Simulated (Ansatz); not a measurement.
**CH5NSi2 (SMILES [SiH3][SiH]1C=N1): density, localisation and related maps**

```json
{"atom": "Si", "x (Å)": "-0.9832", "y (Å)": "0.9026", "z (Å)": "-0.8983"}
{"atom": "Si", "x (Å)": "-0.0484", "y (Å)": "-0.7713", "z (Å)": "0.4115"}
{"atom": "C", "x (Å)": "1.6934", "y (Å)": "-0.7671", "z (Å)": "0.8376"}
{"atom": "N", "x (Å)": "1.0241", "y (Å)": "-0.2631", "z (Å)": "1.7880"}
{"atom": "H", "x (Å)": "-1.2763", "y (Å)": "0.3793", "z (Å)": "-2.2594"}
{"atom": "H", "x (Å)": "-2.2516", "y (Å)": "1.3982", "z (Å)": "-0.3012"}
{"atom": "H", "x (Å)": "-0.0053", "y (Å)": "2.0165", "z (Å)": "-0.9924"}
{"atom": "H", "x (Å)": "-0.8323", "y (Å)": "-2.0073", "z (Å)": "0.6463"}
{"atom": "H", "x (Å)": "2.7680", "y (Å)": "-0.9339", "z (Å)": "0.7507"}
```

Geometry: PBE0-D4/def2-TZVP.

Method: RKS PBE0-D4/def2-TZVPP (Ansatz).

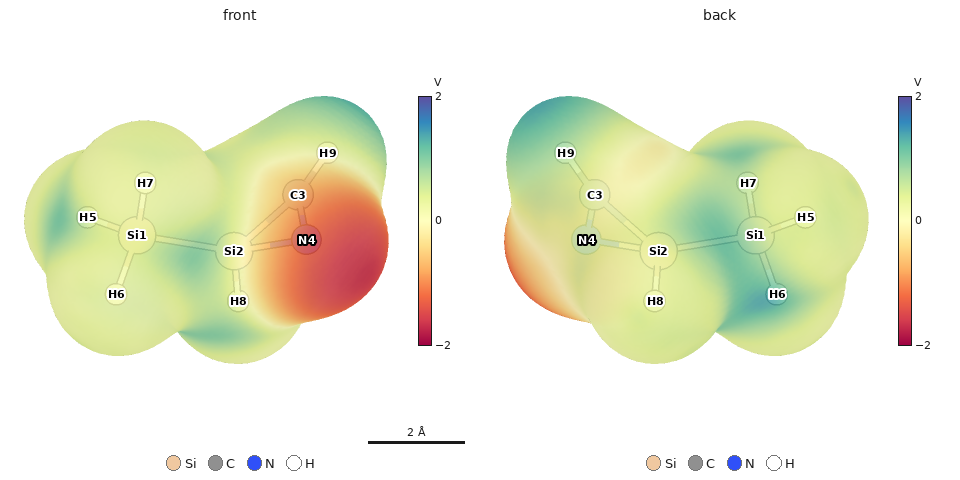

Figure 1. The electrostatic potential painted on the density surface at 0.002 e/bohr³, seen from the front and from behind; the colour scale runs from red (negative) to blue (positive).

**Where is the surface potential most negative and most positive?**

The most negative region (about −1.7 V, or −39 kcal/mol for a unit charge) lies over N4, the most positive (about +1.3 V, or +30 kcal/mol for a unit charge) over Si1 and H9. N4 is the likeliest acceptor of a hydrogen bond.

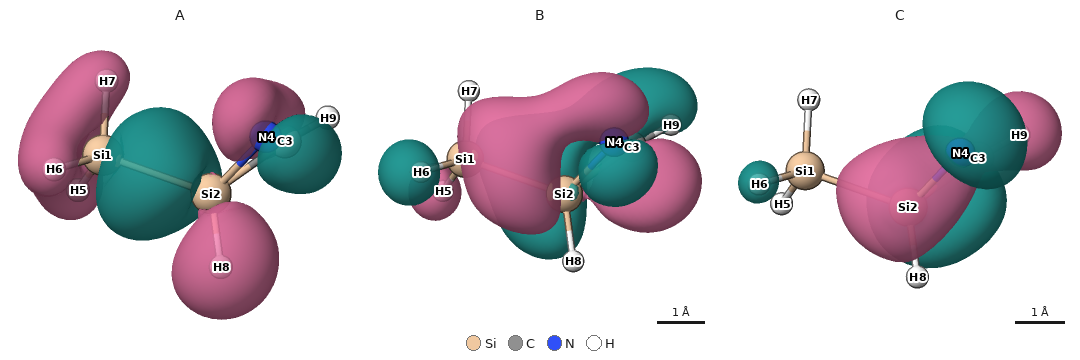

Figure 2. Three frontier orbitals at ±0.08 Å⁻³ᐟ² (teal and pink are the two phases), in no order.

**Order the three orbitals by energy and name them.**

A is the HOMO−1 (−8.40 eV). It lies mainly on Si1 (about 30 %), Si2 (about 30 %), H8 (about 15 %), N4 (about 10 %) and C3 (about 10 %). C is the HOMO (−6.68 eV). Its weight (Hirshfeld) is mainly on N4 (about 40 %), Si2 (about 30 %) and C3 (about 20 %). B is the LUMO (−1.01 eV). It lies mainly on Si2 (about 25 %), C3 (about 25 %), N4 (about 20 %) and Si1 (about 15 %).

**What is the HOMO–LUMO gap?**

5.67 eV between the orbital energies.

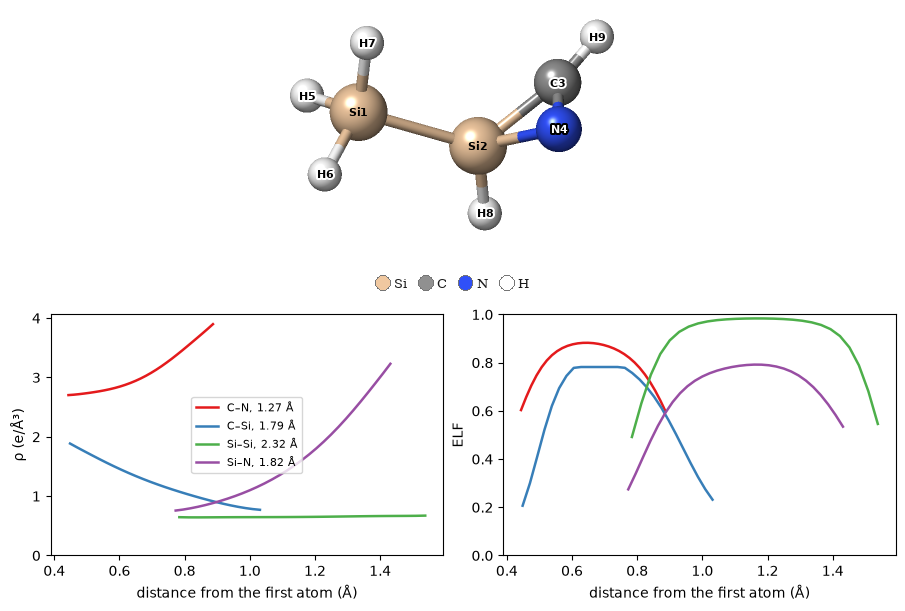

Figure 3. Total electron density and electron localisation function along straight lines between neighbouring atoms. The curves leave out the atomic cores. The structure is drawn too.

**What can be read from the curves?**

C–N (1.27 Å): the density is about 2.9 e/Å³ at the midpoint; the ELF peaks at about 0.90 between the atoms; a multiple bond.
C–Si (1.79 Å): ρ at the midpoint is about 0.9 e/Å³; the ELF peaks at about 0.80 in the valence shell of C, 0.6 Å from its nucleus, and is about 0.55 at the midpoint.
Si–Si (2.32 Å): ρ is about 0.65 e/Å³ halfway; the ELF peaks at about 1 between the atoms (localised, covalent bonding).
Si–N (1.82 Å): ρ is about 0.92 e/Å³ halfway; the ELF peaks at about 0.80 between the atoms, as expected for a polar covalent bond.
